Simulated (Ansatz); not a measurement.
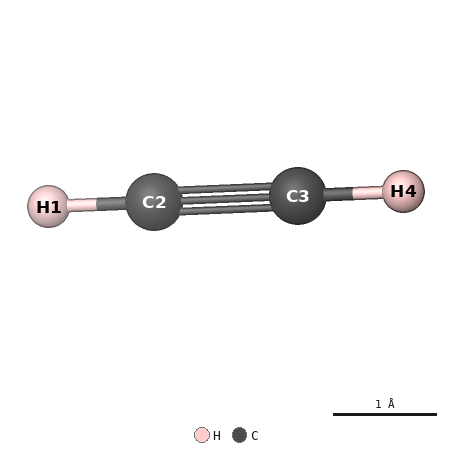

Figure made from data computed with Ansatz.

Orthographic view. Distant atoms are faded towards the background colour. Geometry: a fixed input geometry, not necessarily a minimum.

Write a MOL file (V2000) with the atoms in numerical order, bonds sorted by atom number with the orders drawn, and coordinates in the frame of the picture: x right, y up, z towards the viewer, origin at the mean position.

```
C2H2
                    3D

  4  3  0  0  0  0  0  0  0  0999 V2000
   -1.7300   -0.0700   -0.4400 H   0  0  0  0  0  0  0  0  0  0  0  0
   -0.7000   -0.0300   -0.1800 C   0  0  0  0  0  0  0  0  0  0  0  0
    0.7000    0.0300    0.1800 C   0  0  0  0  0  0  0  0  0  0  0  0
    1.7300    0.0700    0.4400 H   0  0  0  0  0  0  0  0  0  0  0  0
  1  2  1  0
  2  3  3  0
  3  4  1  0
M  END
```
